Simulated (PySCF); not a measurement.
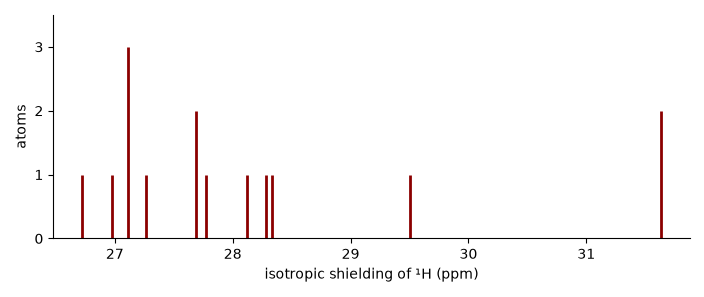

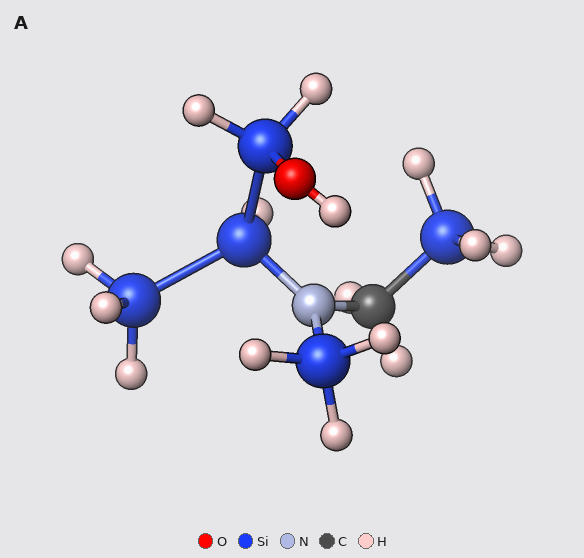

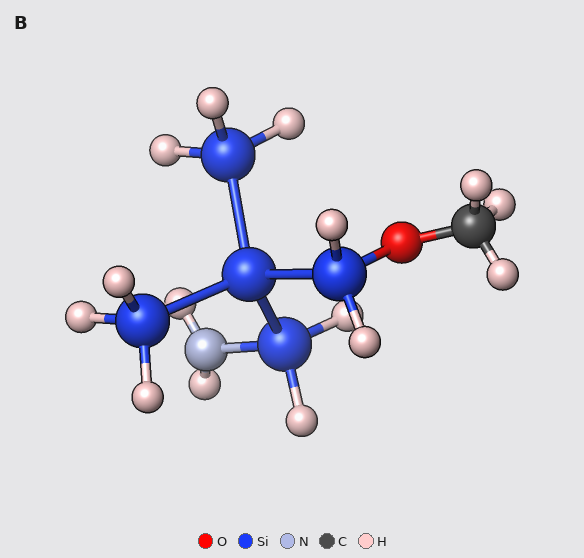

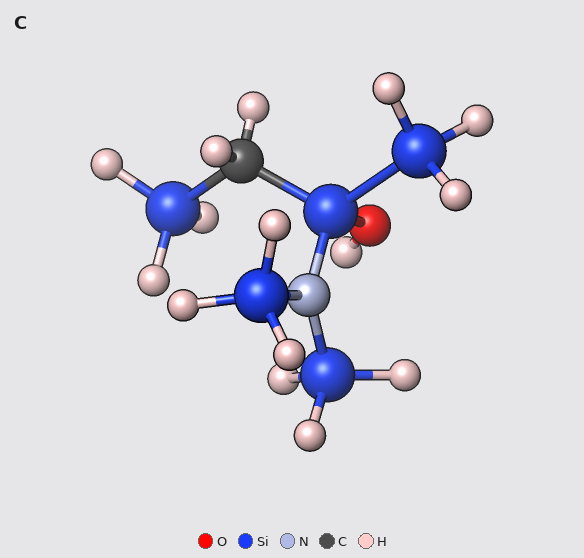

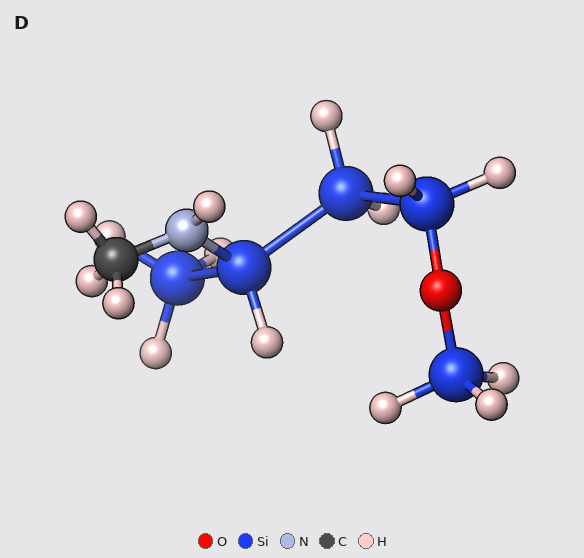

The sticks are computed shieldings of one of the molecules, for one fixed geometry (GFN2-xTB) without averaging over rotations. Low shielding means a high chemical shift. Method: GIAO PBE0/pcSseg-1 NMR shielding, non-relativistic, gas phase (PySCF 2.14.0).

Question: Which molecule gives this pattern?

Answer: C, `O[Si@@]([SiH3])(C[SiH3])N([SiH3])[SiH3]`. Its 15 H atoms give lines at 26.72, 26.97, 27.11 (3 atoms), 27.27, 27.68 (2 atoms), 27.77, 28.12, 28.28, 28.33, 29.51, 31.63 (2 atoms) ppm.

The geometry is semi-empirical. Around Si such bond lengths and angles can be off by a tenth of an ångström or more and by several degrees, and values that hang on the shape move with them.
